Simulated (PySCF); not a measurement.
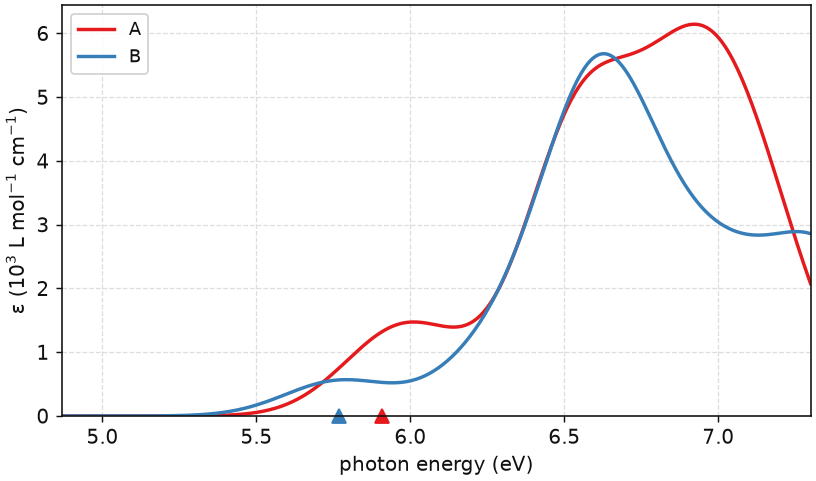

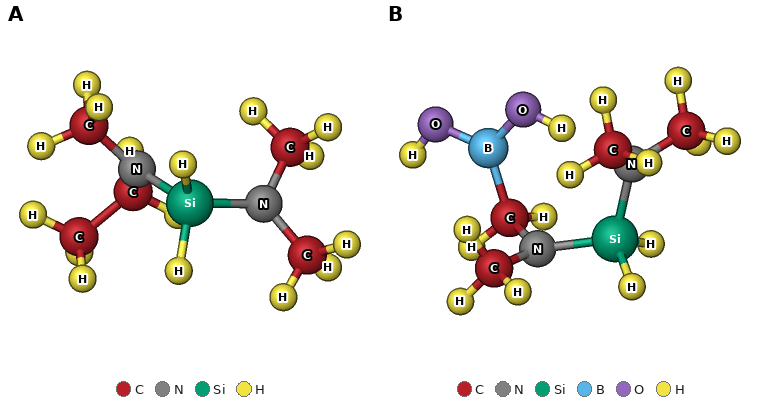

Related molecules: A is C₅H₁₆N₂Si, SMILES CCN(C)[SiH2]N(C)C; B is C₄H₁₅BN₂O₂Si, SMILES CN(C)[SiH2]N(C)CB(O)O. Vertical TDDFT absorption, CAM-B3LYP/def2-SVPD, PySCF, at a PBE0-D3(BJ)/def2-SVP geometry (no frequency check); Gaussians of 1/e half-width 0.25 eV, triangles mark S1, and the range ends where the computed states of one molecule run out.

> How does the lowest singlet move?

A: 5.91 eV (f = 0.011, mainly HOMO → LUMO (53 %)); B: 5.77 eV (f = 0.008, mainly HOMO → LUMO (69 %)). From A to B it shifts 0.14 eV to the red.

> And the brightest state of each within the range drawn?

A: S4 at 6.57 eV, f = 0.05; B: S4 at 6.59 eV, f = 0.06.

Caveats, for all or some of the runs: core orbitals are frozen in the response; one conformer of a flexible molecule.
